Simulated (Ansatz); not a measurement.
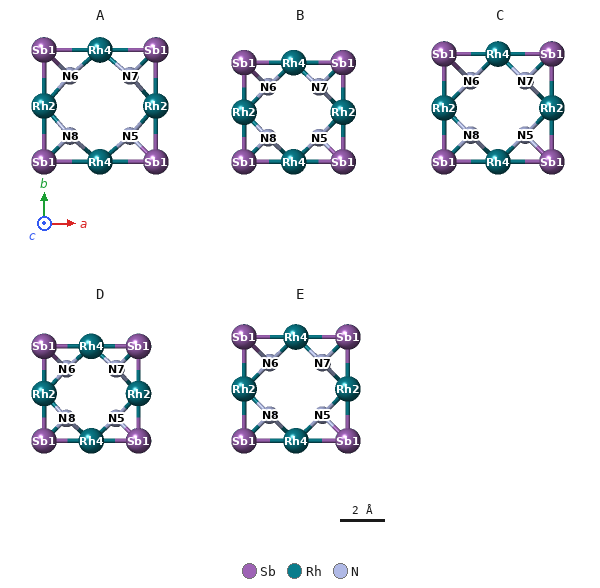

5 geometries from one relaxation of a crystal of SbRh3N4 (built on the VCu3S4-215 type type), in shuffled order. A ball-and-stick model of the cell of the calculation, seen along the c axis.

The calculation used Ansatz, DFT, PBEsol, plane waves, PAW. (plane-wave cutoff 420 eV; k-point mesh 6 × 6 × 6; occupations fermi dirac; smearing width 0.03 eV; no spin polarisation; cell and atoms relaxed; force threshold 0.01 eV/Å; at most 120 steps)

**Put them in the order of the run, from the start to the converged end.**

D, B, E, C, A. They are steps 0, 1, 2, 4, 11, at +2430 meV per atom, +893 meV per atom, +261 meV per atom, +138 meV per atom relative to the last. After 8 accepted moves (11 points after the start) the energy has fallen by 2430 meV per atom. Largest force component: 7.3 eV/Å at the start, 0.0046 eV/Å at the end. The pressure goes from 192.71 to −0.01 GPa. The line search rejected the trial step at point 8 of the run. At 2 points the geometry stayed and the basis and grid were re-selected for the new cell (energy shift of 92.9 meV per atom at most each time). The largest moves relative to the cell, 0.055 Å, are those of N atoms. Rh and Sb stay in place. The volume changes by +66.1 %, with a = b = c 4.343 → 5.143 Å (+18.4 %). Some distances before and after: Rh–Sb 2.172 → 2.572 Å, N–Rh 1.851 → 2.176 Å, N–Sb 1.783 → 2.057 Å. Among the angles between lasting bonds that change: N–Rh–N 103.8° → 101.0°. The space group stays P-43m (No. 215).
